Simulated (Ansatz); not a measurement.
**Pressure series in BaTiO3**

The reference is BaTiO$_{3}$ in the cubic perovskite structure (space group Pm-3m, No. 221; a = 3.9940 Å).

Cell and atoms are relaxed at each pressure.

Computed with Ansatz (a first-principles code) r2SCAN, no SOC.

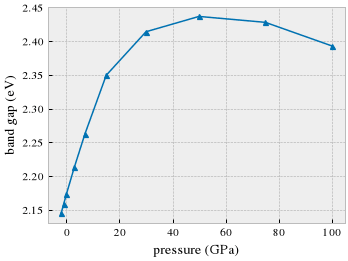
Figure. Band gap against pressure

```tsv
pressure (GPa)	band gap
-2	2.14 eV
-1	2.16 eV
3	2.21 eV
7	2.26 eV
15	2.35 eV
30	2.41 eV
50	2.44 eV
75	2.43 eV
100	2.39 eV
```

Load acts through the strain it causes; cell and atoms are relaxed under it. Whether these cells are dynamically stable was not tested. No other phases were tried under pressure. The final runs are not spin-polarised. Many cubic perovskites are stable only at high temperature; tilts and polar distortions were not tested. This is not the structure that BaTiO3 has at room temperature and ambient pressure.
